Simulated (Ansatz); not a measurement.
Input

```
crystal:
  periodic: [false, false, false]
  atoms:
    - {symbol: N, position_ang: [0.555240, -1.224737, 0.150463]}
    - {symbol: Sn, position_ang: [1.416344, -0.424579, -1.511620]}
    - {symbol: O, position_ang: [-0.825590, 1.450901, -0.922289]}
    - {symbol: C, position_ang: [-1.251348, 1.033161, 0.090220]}
    - {symbol: F, position_ang: [-0.821424, 1.339801, 1.281330]}
    - {symbol: F, position_ang: [-2.275140, 0.236318, 0.211942]}
    - {symbol: H, position_ang: [0.904874, -1.070485, 1.083915]}
    - {symbol: H, position_ang: [0.003005, -2.067542, 0.107609]}
    - {symbol: H, position_ang: [2.382638, 0.680963, -0.508669]}
basis:
  gaussian: {orbitals: def2-TZVPP}
hamiltonian: {xc: pbe0, dispersion: d4}
output: {orbitals: {seedname: orbitals}}
```

Run with:

```sh
ansatz run in.yaml --threads 4 --pin off --events-out ev --progress --plain --max-ram 10444MiB
```

Geometry: PBE0-D4/def2-TZVP; core potentials replace the inner electrons of Sn; at this geometry the atoms fall into two loosely joined parts.

Computed with RKS PBE0-D4/def2-TZVPP in Ansatz.

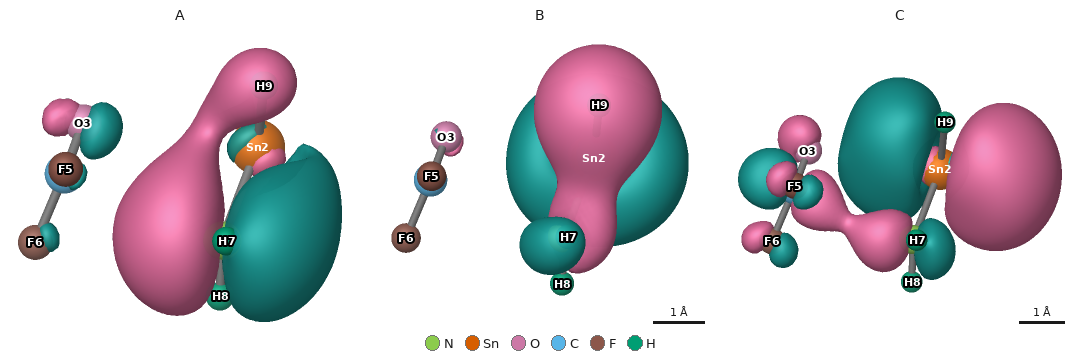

CH3F2NOSn. Three frontier orbitals at ±0.08 Å⁻³ᐟ² (teal and pink are the two phases), in no order.

Q: Order the three orbitals by energy and name them.

A: A is the HOMO−1 (−7.55 eV). It lies mainly on N1 (about 65 %) and Sn2 (about 15 %); largely a lone pair of N1. B is the HOMO (−6.46 eV). Its weight (Hirshfeld) is mainly on Sn2 (about 70 %), H9 (about 20 %) and N1 (about 5 %). C is the LUMO (−1.89 eV). Its weight (Hirshfeld) is mainly on Sn2 (about 75 %), C4 (about 5 %) and N1 (about 5 %).

Q: What is the HOMO–LUMO gap?

A: 4.57 eV between the orbital energies.
